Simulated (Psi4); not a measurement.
# BLYP/6-31G(d) (spherical functions) run of CH3BFNO (SMILES NC1(F)BO1)

Aim: the vertical ionisation energy of CH3BFNO at BLYP/6-31G* (spherical functions), from 2 runs. Input form: a Python script.

The calculation is run with Psi4 1.11.

## 1. Starting point

CH3BFNO: 8 atoms, total charge 0, spin state singlet. As SMILES, `NC1(F)BO1`. The shape is that of a PBE0-D4/def2-TZVP optimisation. This is one conformer, not always the lowest.

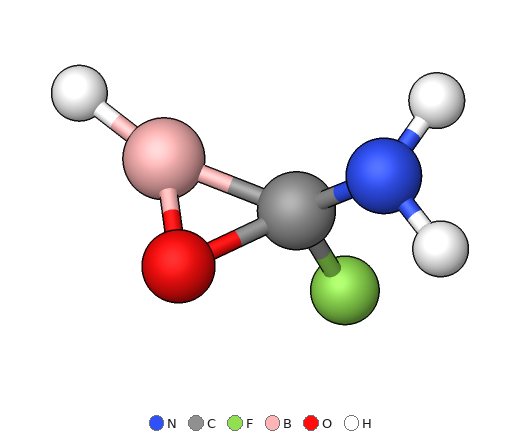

The structure, seen from a chosen angle (nitrogen blue, carbon grey, fluorine green, boron pink, oxygen red, hydrogen white).

## 2. Energy and forces at BLYP/6-31G(d) (spherical functions)

The input, run.py:

```python
import psi4

psi4.set_memory(2200000000)
psi4.set_num_threads(1)
psi4.set_output_file('output.dat', False)

geom = psi4.geometry("""
0 1
N     -0.431000     1.148400     0.184600
C      0.054100    -0.061200    -0.289600
F      0.122100    -0.132700    -1.658300
B      0.337600    -1.307200     0.515100
O      1.346900    -0.473000     0.255300
H     -1.439500     1.170100     0.211400
H     -0.075300     1.941600    -0.336200
H      0.177200    -2.343100     1.061900
symmetry c1
no_reorient
no_com
""")

psi4.set_options({
    'basis': '6-31G*',
    'puream': True,
    'e_convergence': 1e-09,
    'd_convergence': 1e-08,
    'scf_type': 'pk',
    'dft_radial_points': 99,
    'dft_spherical_points': 590,
})

e_tot, wfn = psi4.gradient("blyp", return_wfn=True)
psi4.oeprop(wfn, "LOWDIN_CHARGES", "DIPOLE", "WIBERG_LOWDIN_INDICES", title="BLYP")
print('gradient / Eh bohr^-1')
print(e_tot.np.round(6))
print(f'energy = {wfn.energy():.10f} Eh')
```

On the command line:

```
$ python run.py
```

output.dat, shortened:

```text
[...]
  Running in c1 symmetry.
[...]
  Nuclear repulsion =  167.411286225685387
[...]
  Multiplicity = 1
[...]
  Nalpha       = 19
  Nbeta        = 19
[...]
    Number of basis functions: 76
[...]
   @RKS iter   1:  -294.15292935169828    3.79398e-02   1.14992e-02 ADIIS/DIIS
[...]
   @RKS iter  13:  -294.48346330778918   -9.09495e-13   1.89425e-09 DIIS
[...]
    Orbital Energies [Eh]
    ---------------------
    Doubly Occupied:
       1A    -24.281958     2A    -18.826367     3A    -14.023069
       4A    -10.047848     5A     -6.563593     6A     -1.090554
       7A     -0.969973     8A     -0.816480     9A     -0.558842
      10A     -0.485627    11A     -0.467099    12A     -0.442690
      13A     -0.421651    14A     -0.363738    15A     -0.341160
      16A     -0.318733    17A     -0.302528    18A     -0.227496
      19A     -0.218517
[...]
  @RKS Final Energy:  -294.48346330778918
   => Energetics <=
    Nuclear Repulsion Energy =            167.4112862256853873
    One-Electron Energy =                -735.9613067606014738
    Two-Electron Energy =                 310.6532113992990958
    DFT Exchange-Correlation Energy =     -36.5866541721722172
    Empirical Dispersion Energy =           0.0000000000000000
    VV10 Nonlocal Energy =                  0.0000000000000000
    Total Energy =                       -294.4834633077891795
[...]
  -Total Gradient:
     Atom            X                  Y                   Z
    ------   -----------------  -----------------  -----------------
       1       -0.001293290311    -0.006132390732    -0.014983639730
       2        0.016758120020     0.001861824653    -0.000272973361
       3       -0.000996682860     0.001719401714     0.022906520797
       4        0.011229064788     0.012495695291    -0.005766613788
       5       -0.034198111559    -0.002908888002    -0.006817584432
       6        0.011326186590    -0.001536935322     0.000230907020
       7       -0.002848132289    -0.009139132641     0.006535446996
       8        0.000013847461     0.003643442258    -0.001839140393
[...]
 Multipole Moments:
 ------------------------------------------------------------------------------------
     Multipole            Electronic (a.u.)      Nuclear  (a.u.)        Total (a.u.)
 ------------------------------------------------------------------------------------
 L = 1.  Multiply by 2.5417464519 to convert [e a0] to [Debye]
 Dipole X            :        -18.7005848           18.0130584           -0.6875264
 Dipole Y            :          6.0461019           -5.8092071            0.2368948
 Dipole Z            :         18.6117867          -18.5478509            0.0639358
 Magnitude           :                                                    0.7299996
[...]
```

The script printed:

```text
gradient / Eh bohr^-1
[[-1.2930e-03 -6.1320e-03 -1.4984e-02]
 [ 1.6758e-02  1.8620e-03 -2.7300e-04]
 [-9.9700e-04  1.7190e-03  2.2907e-02]
 [ 1.1229e-02  1.2496e-02 -5.7670e-03]
 [-3.4198e-02 -2.9090e-03 -6.8180e-03]
 [ 1.1326e-02 -1.5370e-03  2.3100e-04]
 [-2.8480e-03 -9.1390e-03  6.5350e-03]
 [ 1.4000e-05  3.6430e-03 -1.8390e-03]]
energy = -294.4834633078 Eh
```

Run time: 12 s. Hardware: 1 thread of Intel Xeon 6975P-C (Granite Rapids), shared host; peak memory 1.1 GiB.

## 3. The doublet cation, same level

The input, run.py:

```python
import psi4

psi4.set_memory('2200 MB')
psi4.set_num_threads(1)
psi4.set_output_file('ch3bfno.out', False)

mol = psi4.geometry("""
1 2
N
C 1 1.386838
F 2 1.372252 1 113.81735
B 2 1.510109 3 118.63327 1 172.80326
O 4 1.334943 2 61.48613 3 92.20994
H 1 1.009089 2 112.17406 3 84.90224
H 1 1.013371 6 110.34172 2 126.41103
H 4 1.182289 5 137.74032 2 178.17212
units angstrom
symmetry c1
""")

psi4.set_options({
    'basis': '6-31G*',
    'reference': 'uks',
    'puream': True,
    'e_convergence': 1e-09,
    'd_convergence': 1e-08,
    'scf_type': 'pk',
    'dft_radial_points': 99,
    'dft_spherical_points': 590,
    'maxiter': 100,
})

e, wfn = psi4.gradient('BLYP', return_wfn=True)
psi4.oeprop(wfn, 'LOWDIN_CHARGES', 'DIPOLE', 'MULLIKEN_CHARGES', title='BLYP')
print('gradient / Eh bohr^-1')
print(e.np.round(6))
print(f'energy = {wfn.energy():.10f} Eh')
for k, v in sorted(psi4.core.scalar_variables().items()):
    print(f'{k:45s} {v:18.10f}')
```

On the command line:

```
$ python run.py
```

ch3bfno.out, shortened:

```text
[...]
  Running in c1 symmetry.
[...]
  Nuclear repulsion =  167.411303475654478
[...]
  Multiplicity = 2
[...]
  Nalpha       = 19
  Nbeta        = 18
[...]
    Number of basis functions: 76
[...]
   @UKS iter   1:  -293.83292161248318    3.57948e-01   1.06604e-02 ADIIS/DIIS
[...]
   @UKS iter  17:  -294.12916762009706   -5.22959e-12   8.18255e-09 DIIS
[...]
   @S^2 Observed:                7.518208006E-01
[...]
  @UKS Final Energy:  -294.12916762009706
   => Energetics <=
    Nuclear Repulsion Energy =            167.4113034756544778
    One-Electron Energy =                -725.3184629146478528
    Two-Electron Energy =                 299.9689520950497581
    DFT Exchange-Correlation Energy =     -36.1909602761534472
    Empirical Dispersion Energy =           0.0000000000000000
    VV10 Nonlocal Energy =                  0.0000000000000000
    Total Energy =                       -294.1291676200970642
[...]
  -Total Gradient:
     Atom            X                  Y                   Z
    ------   -----------------  -----------------  -----------------
       1        0.001170669888     0.008544103498     0.002382585855
       2       -0.018015432866     0.054426292214     0.001685271394
       3        0.001439986553    -0.008309140926     0.010073884138
       4       -0.004088672111    -0.045025810455    -0.042652138633
       5        0.002103796962    -0.012427820891     0.002300672332
       6        0.016799585437    -0.014770875123     0.019009906754
       7       -0.008331638062     0.016806123331     0.006947845025
       8        0.008913843958     0.000748334182     0.000248195710
[...]
 Multipole Moments:
 ------------------------------------------------------------------------------------
     Multipole            Electronic (a.u.)      Nuclear  (a.u.)        Total (a.u.)
 ------------------------------------------------------------------------------------
 L = 1.  Multiply by 2.5417464519 to convert [e a0] to [Debye]
 Dipole X            :          0.1303464           -0.9505592           -0.8202128
 Dipole Y            :         -0.7904063            1.1707035            0.3802972
 Dipole Z            :          2.4238524           -3.3453869           -0.9215345
 Magnitude           :                                                    1.2909689
[...]
```

The script printed:

```text
gradient / Eh bohr^-1
[[ 0.001171  0.008544  0.002383]
 [-0.018015  0.054426  0.001685]
 [ 0.00144  -0.008309  0.010074]
 [-0.004089 -0.045026 -0.042652]
 [ 0.002104 -0.012428  0.002301]
 [ 0.0168   -0.014771  0.01901 ]
 [-0.008332  0.016806  0.006948]
 [ 0.008914  0.000748  0.000248]]
energy = -294.1291676201 Eh
CURRENT ENERGY                                   -294.1291676201
CURRENT REFERENCE ENERGY                         -294.1291676201
DD SOLVATION ENERGY                                 0.0000000000
DFT FUNCTIONAL TOTAL ENERGY                      -294.1291676201
DFT TOTAL ENERGY                                 -294.1291676201
DFT VV10 ENERGY                                     0.0000000000
DFT XC ENERGY                                     -36.1909602762
GRID ELECTRONS ALPHA                               19.0000002186
GRID ELECTRONS BETA                                18.0000002232
GRID ELECTRONS TOTAL                               37.0000004417
NUCLEAR REPULSION ENERGY                          167.4113034757
ONE-ELECTRON ENERGY                              -725.3184629146
PCM POLARIZATION ENERGY                             0.0000000000
PE ENERGY                                           0.0000000000
SCF ITERATION ENERGY                             -294.1291676201
SCF ITERATIONS                                     17.0000000000
SCF TOTAL ENERGY                                 -294.1291676201
TWO-ELECTRON ENERGY                               299.9689520950
XC GRID RADIAL POINTS                              99.0000000000
XC GRID SPHERICAL POINTS                          590.0000000000
XC GRID TOTAL POINTS                           441495.0000000000
```

Run time: 20 s. Hardware: 1 thread of Intel Xeon 6975P-C (Granite Rapids), shared host; peak memory 1.1 GiB.

## 4. What came out

Level: BLYP/6-31G* (spherical functions).

```
                                          quantity          value
                     singlet CH3BFNO: total energy  -294.48346 Eh
                    singlet CH3BFNO: dipole moment         1.86 D
                      singlet CH3BFNO: HOMO energy       -5.95 eV
                      singlet CH3BFNO: LUMO energy       -1.06 eV
                    singlet CH3BFNO: HOMO–LUMO gap        4.89 eV
         singlet CH3BFNO: largest force on an atom     1.799 eV/Å
                      doublet cation: total energy  -294.12917 Eh
doublet cation: HOMO energy (highest over α and β)      -13.57 eV
 doublet cation: LUMO energy (lowest over α and β)      -13.30 eV
                              doublet cation: ⟨S²⟩          0.752
          doublet cation: largest force on an atom     3.196 eV/Å
vertical ionisation energy (to the doublet cation)       9.641 eV
```

**Reading.** Removing an electron at fixed nuclei costs 9.64 eV (222 kcal/mol). The largest force (singlet CH3BFNO) is 1.80 eV/Å: the shape isn't a stationary point for this species at this level. −ε(HOMO) before ionisation, 5.95 eV, is 3.69 eV below this ionisation energy. Mulliken charges (doublet cation) run from -0.52 on N1 to +0.49 on C2.
